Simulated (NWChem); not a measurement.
# One shape, several levels: C4H6O2 (SMILES C=CC(=O)OC)

Wanted: a comparison of 3 runs (HF/STO-3G, HF/3-21G, B3LYP/6-31G*) of C4H6O2. 

The calculation is run with NWChem 7.3.0.

69 further runs of the same task are left out: 69 set aside as unsound or not needed.

### 1 The structure to begin with

C4H6O2: 12 atoms, total charge 0, spin state singlet. As SMILES, `C=CC(=O)OC`. One bond was lengthened or shortened from a relaxed shape.

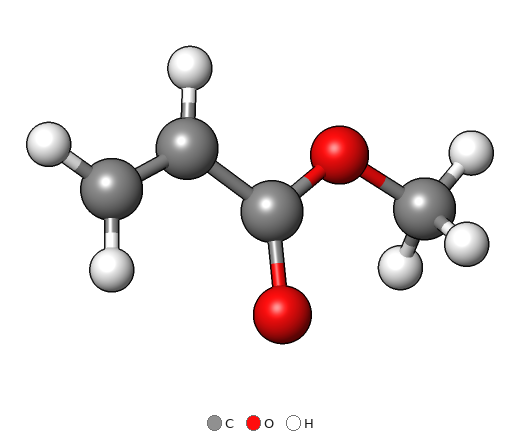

Viewed from a chosen angle; carbon grey, oxygen red, hydrogen white.

### 2 A single-point energy at HF/STO-3G (run 1)

Input file run.py:

```python
from ase import Atoms
from ase.calculators.nwchem import NWChem

system = Atoms(['C', 'C', 'C', 'O', 'O', 'C', 'H', 'H', 'H', 'H', 'H', 'H'], positions=[
    [-2.122274, 1.315277, 0.123283],
    [-0.831874, 1.210377, 0.407483],
    [-0.066174, 0.015277, -0.005817],
    [-0.573100, -1.071600, -0.696400],
    [1.213726, 0.116077, 0.380783],
    [2.039126, -0.988023, 0.029783],
    [-2.626374, 0.521177, -0.416517],
    [-2.699474, 2.183177, 0.417783],
    [-0.289974, 1.979977, 0.944683],
    [2.064426, -1.119423, -1.053017],
    [3.031026, -0.751523, 0.408383],
    [1.665226, -1.906623, 0.484583],
])

calc = NWChem(
    label='c4h6o2',
    theory='scf',
    memory='2200 mb',
    basis='STO-3G',
    basispar='spherical bse',
    scf={'nopen': '0', 'rhf': None, 'thresh': '1e-08', 'maxiter': '80'},
    task='energy',
)
system.calc = calc

print(f"energy = {system.get_potential_energy():.6f} eV")
print("dipole (e A):", system.get_dipole_moment().round(4))
```

Run with:

```console
$ export ASE_NWCHEM_COMMAND="nwchem PREFIX.nwi > PREFIX.nwo"
$ python run.py
```

What it wrote:

```text
energy = -8182.675961 eV
dipole (e A): [0.1247 0.1996 0.135 ]
```

The calculator wrote c4h6o2.nwi:

```
title "c4h6o2"

permanent_dir c4h6o2

scratch_dir c4h6o2

start c4h6o2

geometry units angstrom nocenter noautosym noautoz
  C  -2.1222740000000000e+00 1.3152770000000000e+00 1.2328300000000000e-01
  C  -8.3187400000000000e-01 1.2103770000000000e+00 4.0748299999999998e-01
  C  -6.6173999999999997e-02 1.5277000000000001e-02 -5.8170000000000001e-03
  O  -5.7310000000000005e-01 -1.0716000000000001e+00 -6.9640000000000002e-01
  O  1.2137260000000001e+00 1.1607700000000000e-01 3.8078299999999998e-01
  C  2.0391260000000000e+00 -9.8802299999999998e-01 2.9783000000000000e-02
  H  -2.6263740000000002e+00 5.2117700000000000e-01 -4.1651700000000003e-01
  H  -2.6994739999999999e+00 2.1831770000000001e+00 4.1778300000000002e-01
  H  -2.8997400000000001e-01 1.9799770000000001e+00 9.4468300000000005e-01
  H  2.0644260000000001e+00 -1.1194230000000001e+00 -1.0530170000000001e+00
  H  3.0310260000000002e+00 -7.5152300000000005e-01 4.0838300000000000e-01
  H  1.6652260000000001e+00 -1.9066230000000000e+00 4.8458299999999999e-01
end

memory 2200 mb

basis spherical bse noprint
   * library STO-3G
end

scf
  nopen 0
  rhf
  thresh 1e-08
  maxiter 80
end

task scf energy
```

c4h6o2.nwo:

```text
Northwest Computational Chemistry Package (NWChem) 7.3.0
             --------------------------------------------------------

           Job information
           ---------------

    nwchem branch   = 7.3.0
    use scalapack   = T
    input           = c4h6o2.nwi
    prefix          = c4h6o2.
    data base       = c4h6o2/c4h6o2.db
    status          = startup
    nproc           =        1

           Memory information
           ------------------

    heap     =     72089596 doubles =      550.0 Mbytes
    stack    =     72089601 doubles =      550.0 Mbytes
    global   =    144179200 doubles =     1100.0 Mbytes (distinct from heap & stack)
    total    =    288358397 doubles =     2200.0 Mbytes
    verify   = yes
    hardfail = no

[... 138 lines left out ...]
 Convergence threshold     :          1.000E-08
[... 13 lines left out ...]
       Final RHF  results
[... 3 lines left out ...]
      One-electron energy =   -856.388819923504
[... 1 line left out ...]
 Nuclear repulsion energy =    223.570569079391
[... 41 lines left out ...]
                       ROHF Final Molecular Orbital Analysis
[... 226 lines left out ...]
  Mulliken analysis of the total density
  --------------------------------------

    Atom       Charge   Shell Charges
 -----------   ------   -------------------------------------------------------
    1 C    6     6.10   1.99  1.17  2.94
    2 C    6     6.09   1.99  1.14  2.96
    3 C    6     5.74   1.99  1.16  2.59
[... 8 lines of this table left out ...]
   12 H    1     0.92   0.92

       Multipole analysis of the density wrt the origin
       ------------------------------------------------

     L   x y z        total         open         nuclear
     -   - - -        -----         ----         -------
     0   0 0 0     -0.000000      0.000000     46.000000

     1   1 0 0      0.235676      0.000000      0.723175
[... 8 lines of this table left out ...]
     2   0 0 2    -24.852049      0.000000     31.723972

 Task  times  cpu:        9.1s     wall:        9.1s
 Total times  cpu:        9.2s     wall:        9.2s
```

It took 11 s on 1 thread of AMD EPYC 7R43 (Zen 3), shared host; peak memory 0.096 GiB.

### 3 The energy at HF/3-21G (run 2)

Input file c4h6o2.nw:

```
start c4h6o2
title "C4H6O2 hf"
memory 2200 mb

geometry units angstrom noautosym nocenter noautoz
   C    -2.122274    1.315277    0.123283
   C    -0.831874    1.210377    0.407483
   C    -0.066174    0.015277   -0.005817
   O    -0.573100   -1.071600   -0.696400
   O     1.213726    0.116077    0.380783
   C     2.039126   -0.988023    0.029783
   H    -2.626374    0.521177   -0.416517
   H    -2.699474    2.183177    0.417783
   H    -0.289974    1.979977    0.944683
   H     2.064426   -1.119423   -1.053017
   H     3.031026   -0.751523    0.408383
   H     1.665226   -1.906623    0.484583
end

basis "ao basis" spherical bse
   * library 3-21G
end

scf
   thresh 1e-08
   maxiter 80
   print medium
end

task scf energy
```

Run with:

```console
$ nwchem c4h6o2.nw > c4h6o2.out
```

What it wrote:

```text
[...]
  functions       =    66
[...]
  wavefunction    = RHF
[...]
         Total SCF energy =   -302.943932479195
      One-electron energy =   -856.165947771079
      Two-electron energy =    329.651446212493
 Nuclear repulsion energy =    223.570569079391
        Time for solution =      7.7s
[...]
```

Wall time 9 s (1 thread of AMD EPYC 7R43 (Zen 3), shared host); peak memory 0.094 GiB.

### 4 A single-point energy at B3LYP/6-31G(d) (Cartesian functions) (run 3)

Input file c4h6o2.xyz:

```xyz
12
C4H6O2 energy
C     -2.122274     1.315277     0.123283
C     -0.831874     1.210377     0.407483
C     -0.066174     0.015277    -0.005817
O     -0.573100    -1.071600    -0.696400
O      1.213726     0.116077     0.380783
C      2.039126    -0.988023     0.029783
H     -2.626374     0.521177    -0.416517
H     -2.699474     2.183177     0.417783
H     -0.289974     1.979977     0.944683
H      2.064426    -1.119423    -1.053017
H      3.031026    -0.751523     0.408383
H      1.665226    -1.906623     0.484583
```

Input file run.py:

```python
from ase.io import read
from ase.calculators.nwchem import NWChem

atoms = read('c4h6o2.xyz')

calc = NWChem(
    label='c4h6o2',
    theory='dft',
    memory='2200 mb',
    basis='6-31G*',
    dft={'xc': 'b3lyp', 'mult': '1', 'grid': 'fine', 'convergence': 'energy 1e-08', 'iterations': '100', 'mulliken': None},
    task='energy',
)
atoms.calc = calc

e = atoms.get_potential_energy()
print(f"E = {e:.6f} eV")
print("dipole (e A):", atoms.get_dipole_moment().round(4))
```

Run with:

```console
$ export ASE_NWCHEM_COMMAND="nwchem PREFIX.nwi > PREFIX.nwo"
$ python run.py
```

What it wrote:

```text
E = -8338.606079 eV
dipole (e A): [0.2179 0.3445 0.2338]
```

The calculator wrote c4h6o2.nwi:

```
title "c4h6o2"

permanent_dir c4h6o2

scratch_dir c4h6o2

start c4h6o2

geometry units angstrom nocenter noautosym noautoz
  C  -2.1222740000000000e+00 1.3152770000000000e+00 1.2328300000000000e-01
  C  -8.3187400000000000e-01 1.2103770000000000e+00 4.0748299999999998e-01
  C  -6.6173999999999997e-02 1.5277000000000001e-02 -5.8170000000000001e-03
  O  -5.7310000000000005e-01 -1.0716000000000001e+00 -6.9640000000000002e-01
  O  1.2137260000000001e+00 1.1607700000000000e-01 3.8078299999999998e-01
  C  2.0391260000000000e+00 -9.8802299999999998e-01 2.9783000000000000e-02
  H  -2.6263740000000002e+00 5.2117700000000000e-01 -4.1651700000000003e-01
  H  -2.6994739999999999e+00 2.1831770000000001e+00 4.1778300000000002e-01
  H  -2.8997400000000001e-01 1.9799770000000001e+00 9.4468300000000005e-01
  H  2.0644260000000001e+00 -1.1194230000000001e+00 -1.0530170000000001e+00
  H  3.0310260000000002e+00 -7.5152300000000005e-01 4.0838300000000000e-01
  H  1.6652260000000001e+00 -1.9066230000000000e+00 4.8458299999999999e-01
end

memory 2200 mb

basis noprint
   * library 6-31G*
end

dft
  xc b3lyp
  mult 1
  grid fine
  convergence energy 1e-08
  iterations 100
  mulliken
end

task dft energy
```

c4h6o2.nwo:

```text
Northwest Computational Chemistry Package (NWChem) 7.3.0
             --------------------------------------------------------

           Job information
           ---------------

    nwchem branch   = 7.3.0
    use scalapack   = T
    input           = c4h6o2.nwi
    prefix          = c4h6o2.
    data base       = c4h6o2/c4h6o2.db
    status          = startup
    nproc           =        1

           Memory information
           ------------------

    heap     =     72089596 doubles =      550.0 Mbytes
    stack    =     72089601 doubles =      550.0 Mbytes
    global   =    144179200 doubles =     1100.0 Mbytes (distinct from heap & stack)
    total    =    288358397 doubles =     2200.0 Mbytes
    verify   = yes
    hardfail = no

[... 107 lines left out ...]
  convergence criterion.
[... 18 lines left out ...]
          Convergence on density requested:  1.00D-05
[... 25 lines left out ...]
          Convergence Information
[... 58 lines left out ...]
   convergence    iter        energy       DeltaE   RMS-Dens  Diis-err    time
[... 16 lines left out ...]
           Coulomb energy =      370.387998977794
[... 7 lines left out ...]
                       DFT Final Molecular Orbital Analysis
[... 739 lines left out ...]
 center of mass
 --------------
 x =  -0.00820982 y =   0.09368264 z =   0.05272644

 moments of inertia (a.u.)
 ------------------
         349.678120490076         262.098055264869         -24.540703681533
         262.098055264869         667.122684864510         -80.590265214854
         -24.540703681533         -80.590265214854         909.899719280682

     Multipole analysis of the density
     ---------------------------------

     L   x y z        total         alpha         beta         nuclear
     -   - - -        -----         -----         ----         -------
     0   0 0 0     -0.000000    -23.000000    -23.000000     46.000000

     1   1 0 0      0.411792     -0.155692     -0.155692      0.723175
[... 8 lines of this table left out ...]
     2   0 0 2    -27.087692    -29.405832    -29.405832     31.723972

 Task  times  cpu:       42.4s     wall:       42.4s
 Total times  cpu:       42.5s     wall:       42.5s
```

It took 45 s on 1 thread of AMD EPYC 7R43 (Zen 3), shared host; peak memory 0.11 GiB.

### 5 The series

```csv
run,level,Cartesian functions,iteration cap,energy (Eh),dipole moment (D),HOMO energy (eV),LUMO energy (eV),wall time
1,HF/STO-3G,no,80,-300.707798,1.30,-7.51,5.73,11 s
2,HF/3-21G,no,80,-302.943932,2.13,-10.53,2.36,9 s
3,B3LYP/6-31G* (Cartesian functions),yes,100,-306.438124,2.26,-6.95,-1.64,45 s
```

### 6 Summary of results

| quantity | value |
| --- | --- |
| run 3: total energy | -306.43812 Eh |
| run 3: dipole moment | 2.26 D |
| run 3: HOMO energy | -6.95 eV |
| run 3: LUMO energy | -1.64 eV |
| run 3: HOMO–LUMO gap | 5.31 eV |

In words: The dipole moment (its size) runs from 1.30 D (HF/STO-3G) to 2.26 D (B3LYP/6-31G*). The two ends differ in method and basis. The HOMO–LUMO gap runs from 5.31 eV (B3LYP/6-31G*) to 13.24 eV (HF/STO-3G). In run 1 the basis is minimal, so the values are rough. All runs together took 65 s, the longest 45 s.
